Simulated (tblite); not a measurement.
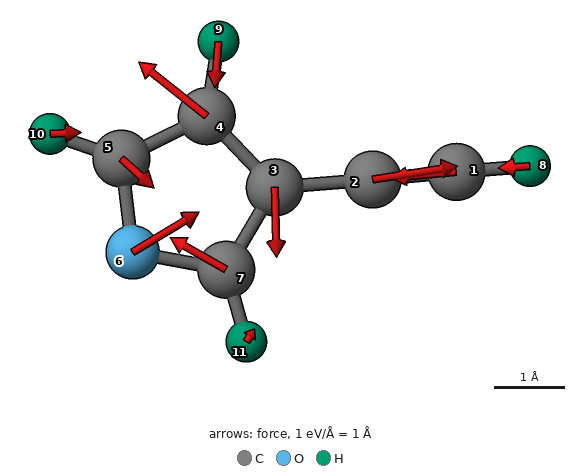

Starting geometry of C6H4O with the computed forces as red arrows. A ball-and-stick model, seen from a free direction.

Level of theory: GFN2-xTB geometry optimisation, gas phase in tblite. 

**What follows when this structure is relaxed?**

It isn't relaxed: the largest force vector, on C atoms, is 1.27 eV/Å. The final displacements follow the starting forces only in part (cosine between the two patterns 0.40). After 26 geometry steps the energy has fallen by 1.67 kcal/mol. H8 moves most after the best rigid fit: 0.066 Å. Largest moves by element: H 0.066 Å, C 0.039 Å, O 0.011 Å. Among the contacts that change: O6–C7 1.367 → 1.341 Å, C4–H9 1.093 → 1.070 Å, C4–C5 1.374 → 1.358 Å, C5–O6 1.361 → 1.345 Å. Among the angles between lasting bonds that change: C3–C7–H11 134.1° → 131.4°, C4–C5–H10 134.4° → 131.8°, O6–C7–H11 115.6° → 118.0°. Cost: 0.08 s on 1 thread of Arm Neoverse V2, with other jobs on the host.
